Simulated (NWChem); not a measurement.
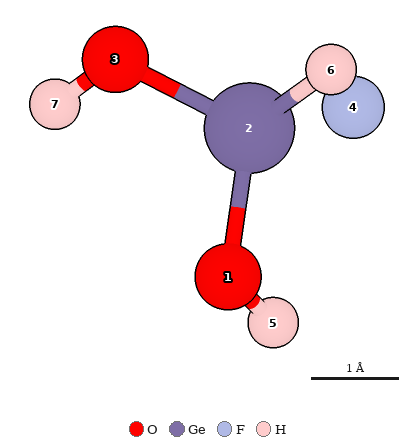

The structure (ball-and-stick view, seen at a tilt; atoms are numbered from 1 in the order of the input). Sticks mark near contacts. Bond lengths as drawn: Ge–H 1.52 Å, Ge–O 1.75 to 1.76 Å and H–O 0.96 Å.

**Single-point calculation, with input and output: GeH$_{3}$O$_{2}$F**

System: GeH$_{3}$O$_{2}$F.
Method: B3LYP/6-31G*, RKS (NWChem 7.3.0).

A bond length was changed on purpose from its optimised value.

### The input
```
start fgeh3o2
title "FGeH3O2 energy"
memory total 2200 mb
charge 0
geometry noautosym nocenter noautoz
load fgeh3o2.xyz
end
basis "ao basis" spherical bse
O library 6-31G*
Ge library 6-31G*
F library 6-31G*
H library 6-31G*
end
dft
xc b3lyp
mult 1
grid xfine
convergence energy 1e-08
iterations 100
mulliken
noprint "final vectors analysis"
end
task dft energy
```

### File fgeh3o2.xyz
```
7
FGeH3O2 energy
O      0.569370     2.146492    -0.603932
Ge     0.814770     0.979392     0.687768
O      2.440470     0.350192     0.562968
F     -1.260300    -1.284500     0.113200
H     -0.286930     2.047992    -1.028532
H      0.590870     1.491992     2.102868
H      2.726670     0.237492    -0.347732
```

Hardware: 1 thread of Intel Xeon (Granite Rapids), 16 GiB of memory available, shared host.

Command:
```bash
nwchem fgeh3o2.nw > fgeh3o2.out
```

### The program's output
```
Northwest Computational Chemistry Package (NWChem) 7.3.0
             --------------------------------------------------------

           Job information
           ---------------

    nwchem branch   = 7.3.0
    use scalapack   = T
    input           = fgeh3o2.nw
    prefix          = fgeh3o2.
    data base       = ./fgeh3o2.db
    status          = startup
    nproc           =        1

           Memory information
           ------------------

    heap     =     72089598 doubles =      550.0 Mbytes
    stack    =     72089595 doubles =      550.0 Mbytes
    global   =    144179200 doubles =     1100.0 Mbytes (distinct from heap & stack)
    total    =    288358393 doubles =     2200.0 Mbytes
    verify   = yes
    hardfail = no

           Directory information
           ---------------------

  0 permanent = .
  0 scratch   = .

                                NWChem Input Module
                                -------------------

                                  FGeH3O2 energy
                                  --------------

 Scaling coordinates for geometry "geometry" by  1.889725989
 (inverse scale =  0.529177249)

                             Geometry "geometry" -> ""
                             -------------------------

 Output coordinates in angstroms (scale by  1.889725989 to convert to a.u.)

  No.       Tag          Charge          X              Y              Z
 ---- ---------------- ---------- -------------- -------------- --------------
    1 O                    8.0000     0.56937000     2.14649200    -0.60393200
    2 Ge                  32.0000     0.81477000     0.97939200     0.68776800
    3 O                    8.0000     2.44047000     0.35019200     0.56296800
    4 F                    9.0000    -1.26030000    -1.28450000     0.11320000
    5 H                    1.0000    -0.28693000     2.04799200    -1.02853200
    6 H                    1.0000     0.59087000     1.49199200     2.10286800
    7 H                    1.0000     2.72667000     0.23749200    -0.34773200

      Atomic Mass
      -----------

      O                 15.994910
      Ge                73.921900
      F                 18.998400
      H                  1.007825

 Effective nuclear repulsion energy (a.u.)     278.7694948918

            Nuclear Dipole moment (a.u.)
            ----------------------------
        X                 Y               Z
 ---------------- ---------------- ----------------
    79.0647558622    82.2616468911    44.2692274550

            XYZ format geometry
            -------------------
     7
 geometry
 O                     0.56937000     2.14649200    -0.60393200
 Ge                    0.81477000     0.97939200     0.68776800
 O                     2.44047000     0.35019200     0.56296800
 F                    -1.26030000    -1.28450000     0.11320000
 H                    -0.28693000     2.04799200    -1.02853200
 H                     0.59087000     1.49199200     2.10286800
 H                     2.72667000     0.23749200    -0.34773200

 ==============================================================================
                                internuclear distances
 ------------------------------------------------------------------------------
       center one      |      center two      | atomic units |  angstroms
 ------------------------------------------------------------------------------
    2 Ge               |   1 O                |     3.32228  |     1.75808
    3 O                |   2 Ge               |     3.30263  |     1.74768
    5 H                |   1 O                |     1.81575  |     0.96085
    6 H                |   2 Ge               |     2.87549  |     1.52164
    7 H                |   3 O                |     1.81648  |     0.96124
 ------------------------------------------------------------------------------
                         number of included internuclear distances:          5
 ==============================================================================

 ==============================================================================
                                 internuclear angles
 ------------------------------------------------------------------------------
        center 1       |       center 2       |       center 3       |  degrees
 ------------------------------------------------------------------------------
    2 Ge               |   1 O                |   5 H                |   112.40
    1 O                |   2 Ge               |   3 O                |   108.44
    1 O                |   2 Ge               |   6 H                |   116.05
    3 O                |   2 Ge               |   6 H                |   108.94
    2 Ge               |   3 O                |   7 H                |   112.76
 ------------------------------------------------------------------------------
                            number of included internuclear angles:          5
 ==============================================================================

                      Basis "ao basis" -> "" (spherical)
                      -----
  [basis functions not shown]

 Summary of "ao basis" -> "" (spherical)
 ------------------------------------------------------------------------------
       Tag                 Description            Shells   Functions and Types
 ---------------- ------------------------------  ------  ---------------------
 O                           6-31G*                  6       14   3s2p1d
 Ge                          6-31G*                 12       32   5s4p3d
 F                           6-31G*                  6       14   3s2p1d
 H                           6-31G*                  2        2   2s

                                 NWChem DFT Module
                                 -----------------

                                  FGeH3O2 energy

 Summary of "ao basis" -> "ao basis" (spherical)
 ------------------------------------------------------------------------------
       Tag                 Description            Shells   Functions and Types
 ---------------- ------------------------------  ------  ---------------------
 O                           6-31G*                  6       14   3s2p1d
 Ge                          6-31G*                 12       32   5s4p3d
 F                           6-31G*                  6       14   3s2p1d
 H                           6-31G*                  2        2   2s

  Caching 1-el integrals
  itol2e modified to match energy
  convergence criterion.
  tol_rho modified to match energy
  convergence criterion.

            General Information
            -------------------
          SCF calculation type: DFT
          Wavefunction type:  closed shell.
          No. of atoms     :     7
          No. of electrons :    60
           Alpha electrons :    30
            Beta electrons :    30
          Charge           :     0
          Spin multiplicity:     1
          Use of symmetry is: off; symmetry adaption is: off
          Maximum number of iterations: 100
          AO basis - number of functions:    80
                     number of shells:    36
          Convergence on energy requested:  1.00D-08
          Convergence on density requested:  1.00D-05
          Convergence on gradient requested:  5.00D-04

              XC Information
              --------------
                         B3LYP Method XC Potential
                     Hartree-Fock (Exact) Exchange  0.200
                        Slater Exchange Functional  0.800 local
                    Becke 1988 Exchange Functional  0.720 non-local
              Lee-Yang-Parr Correlation Functional  0.810
                  VWN I RPA Correlation Functional  0.190 local

             Grid Information
             ----------------
          Grid used for XC integration:  xfine
          Radial quadrature: Mura-Knowles
          Angular quadrature: Lebedev.
          Tag              B.-S. Rad. Rad. Pts. Rad. Cut. Ang. Pts.
          ---              ---------- --------- --------- ---------
          O                   0.60      100          10.0      1454
          Ge                  1.25      160           8.0      1454
          F                   0.50      100          11.0      1454
          H                   0.35      100          10.0      1202
          Grid pruning is: on
          Number of quadrature shells:   760
          Spatial weights used:  Erf1

          Convergence Information
          -----------------------
          Convergence aids based upon iterative change in
          total energy or number of iterations.
          Levelshifting, if invoked, occurs when the
          HOMO/LUMO gap drops below (HL_TOL):  1.00D-02
          DIIS, if invoked, will attempt to extrapolate
          using up to (NFOCK): 10 stored Fock matrices.

                    Damping( 0%)  Levelshifting(0.5)       DIIS
                  --------------- ------------------- ---------------
          dE  on:    start            ASAP                start
          dE off:    2 iters        100 iters           100 iters

      Screening Tolerance Information
      -------------------------------
          Density screening/tol_rho:  1.00D-11
          AO Gaussian exp screening on grid/accAOfunc:  18
          CD Gaussian exp screening on grid/accCDfunc:  20
          XC Gaussian exp screening on grid/accXCfunc:  20
          Schwarz screening/accCoul:  1.00D-09

      Superposition of Atomic Density Guess
      -------------------------------------

 Sum of atomic energies:       -2325.39717058

      Non-variational initial energy
      ------------------------------

 Total energy =   -2325.718734
 1-e energy   =   -3796.675210
 2-e energy   =    1192.186981
 HOMO         =      -0.452812
 LUMO         =      -0.116899

   Time after variat. SCF:      0.4

     ---------------------------------------------
      Total Density - Mulliken Population Analysis
     ---------------------------------------------

    Atom       Charge   Shell Charges
 -----------   ------   -------------------------------------------------------
    1 O    8     8.99   2.00  0.94  3.08  0.91  2.05  0.01
    2 Ge  32    30.32   2.00  2.00  6.00  2.00  5.99  1.00  0.91  0.14  0.14  6.89  2.96  0.28
    3 O    8     8.99   2.00  0.94  3.08  0.91  2.05  0.01
    4 F    9     9.97   2.00  0.99  3.63  1.01  2.34  0.00
    5 H    1     0.45   0.35  0.09
    6 H    1     0.84   0.38  0.45
    7 H    1     0.45   0.36  0.09
   Time prior to 1st pass:      0.4

 Grid_pts file          = ./fgeh3o2.gridpts.0
 Record size in doubles =  12289        No. of grid_pts per rec  =   3070
 Max. records in memory =    397        Max. recs in file   = *********

 Grid integrated density:      59.999991593257
 Requested integration accuracy:   0.10E-07

           Memory utilization after 1st SCF pass:
           Heap Space remaining (MW):       33.65            33652086
          Stack Space remaining (MW):       72.09            72088980

   convergence    iter        energy       DeltaE   RMS-Dens  Diis-err    time
 ---------------- ----- ----------------- --------- --------- ---------  ------
 d= 0,ls=0.0,diis     1  -2328.4898377123 -2.61D+03  8.21D-02  1.69D+00     2.4
 Grid integrated density:      59.999994314971
 Requested integration accuracy:   0.10E-07
 d= 0,ls=0.0,diis     2  -2316.6842201601  1.18D+01  7.94D-02  1.96D+01     4.4
 Grid integrated density:      59.999991255304
 Requested integration accuracy:   0.10E-07
 d= 0,ls=0.0,diis     3  -2328.2864219712 -1.16D+01  8.73D-03  3.90D+00     6.2
 Grid integrated density:      59.999991215312
 Requested integration accuracy:   0.10E-07
 d= 0,ls=0.0,diis     4  -2328.5872787803 -3.01D-01  3.57D-03  1.08D+00     7.8
 Grid integrated density:      59.999991260952
 Requested integration accuracy:   0.10E-07
 d= 0,ls=0.0,diis     5  -2328.6166906788 -2.94D-02  8.98D-03  8.36D-01     9.5
 d= 0,ls=0.0,diis     6  -2328.7047148771 -8.80D-02  9.87D-03  3.47D-01    11.3
  Resetting Diis
 d= 0,ls=0.0,diis     7  -2328.6959288850  8.79D-03  2.07D-03  3.78D-01    13.2
 d= 0,ls=0.0,diis     8  -2328.7233272228 -2.74D-02  1.38D-02  1.68D-01    15.1
 d= 0,ls=0.0,diis     9  -2328.5915087538  1.32D-01  7.69D-03  1.36D+00    16.9
 d= 0,ls=0.0,diis    10  -2328.7377261960 -1.46D-01  3.41D-03  5.14D-02    18.8
 d= 0,ls=0.0,diis    11  -2328.7453199040 -7.59D-03  3.65D-04  5.77D-03    20.6
 d= 0,ls=0.0,diis    12  -2328.7458557254 -5.36D-04  3.61D-04  1.93D-03    22.5
 d= 0,ls=0.0,diis    13  -2328.7461170258 -2.61D-04  7.21D-05  8.08D-05    24.4
 d= 0,ls=0.0,diis    14  -2328.7461276312 -1.06D-05  1.48D-05  3.52D-06    26.2
 d= 0,ls=0.0,diis    15  -2328.7461280825 -4.51D-07  3.57D-06  1.69D-07    28.3
 d= 0,ls=0.0,diis    16  -2328.7461281045 -2.21D-08  6.38D-07  2.23D-09    30.1
 d= 0,ls=0.0,diis    17  -2328.7461281048 -2.75D-10  1.07D-07  2.63D-10    32.0

         Total DFT energy =    -2328.746128104812
      One electron energy =    -3796.565348756618
           Coulomb energy =     1296.868848150775
    Exchange-Corr. energy =     -107.819122390793
 Nuclear repulsion energy =      278.769494891824

 Numeric. integr. density =       59.999999994715

     Total iterative time =     31.6s

     ---------------------------------------------
      Total Density - Mulliken Population Analysis
     ---------------------------------------------

    Atom       Charge   Shell Charges
 -----------   ------   -------------------------------------------------------
    1 O    8     8.63   2.00  0.91  2.90  0.95  1.85  0.02
    2 Ge  32    31.34   2.00  2.00  6.00  2.00  5.99  1.23  1.57  0.08  0.22  6.87  2.94  0.43
    3 O    8     8.61   2.00  0.91  2.90  0.94  1.84  0.02
    4 F    9     9.44   2.00  0.94  3.22  1.06  2.22  0.00
    5 H    1     0.54   0.46  0.08
    6 H    1     0.89   0.47  0.42
    7 H    1     0.55   0.46  0.08

     -------------------------------------------
      Total Density - Lowdin Population Analysis
     -------------------------------------------

    Atom       Charge   Shell Charges
 -----------   ------   -------------------------------------------------------
    1 O    8     8.45   1.99  0.87  2.76  0.71  2.08  0.03
    2 Ge  32    31.48   2.00  2.00  5.99  1.98  5.88  0.83  1.46  0.34  0.54  6.67  3.08  0.72
    3 O    8     8.43   1.99  0.87  2.75  0.71  2.07  0.03
    4 F    9     9.43   1.99  0.95  3.14  1.03  2.31  0.00
    5 H    1     0.64   0.43  0.21
    6 H    1     0.92   0.45  0.47
    7 H    1     0.65   0.43  0.21

 center of mass
 --------------
 x =   1.29221110 y =   1.35505105 z =   0.78388722

 moments of inertia (a.u.)
 ------------------
         529.949058189213        -218.479470395320         -69.614566275326
        -218.479470395320         562.620168887668          27.312452477614
         -69.614566275326          27.312452477614         880.130426975913

     Multipole analysis of the density
     ---------------------------------

     L   x y z        total         alpha         beta         nuclear
     -   - - -        -----         -----         ----         -------
     0   0 0 0     -0.000000    -30.000000    -30.000000     60.000000

     1   1 0 0      1.087896    -38.988430    -38.988430     79.064756
     1   0 1 0      1.714395    -40.273626    -40.273626     82.261647
     1   0 0 1     -0.051472    -22.160350    -22.160350     44.269227

     2   2 0 0    -25.718964   -180.066004   -180.066004    334.413044
     2   1 1 0     -3.931600   -104.920992   -104.920992    205.910383
     2   1 0 1     -0.945820    -45.964319    -45.964319     90.982819
     2   0 2 0    -27.091431   -173.996050   -173.996050    320.900670
     2   0 1 1      1.507613    -21.389152    -21.389152     44.285917
     2   0 0 2    -21.942280    -57.941896    -57.941896     93.941512

 Task  times  cpu:       32.0s     wall:       32.0s
 Total times  cpu:       32.0s     wall:       32.0s
```

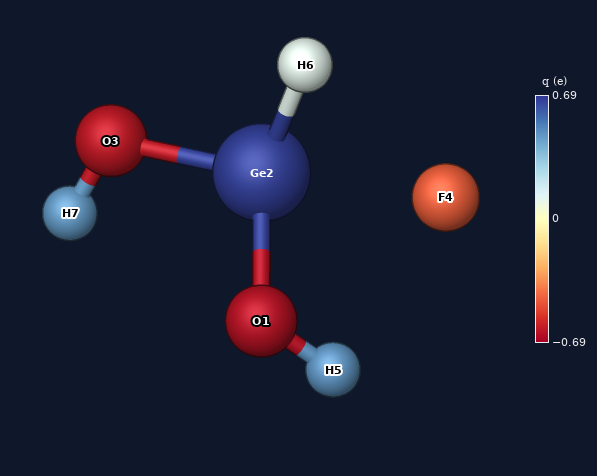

Mulliken charges, as the colour of each atom (ball-and-stick view, seen at a tilt; atoms are numbered from 1 in the order of the input). By element: O −0.63 to −0.61, Ge +0.66, F −0.44 and H +0.11 to +0.46 e.

### Results in brief

- outcome: converged
- total energy: −2328.746128 hartree
- basis functions: 80
- dipole moment: 5.16 D
- wall time: 33 s
- peak memory: 0.13 GiB
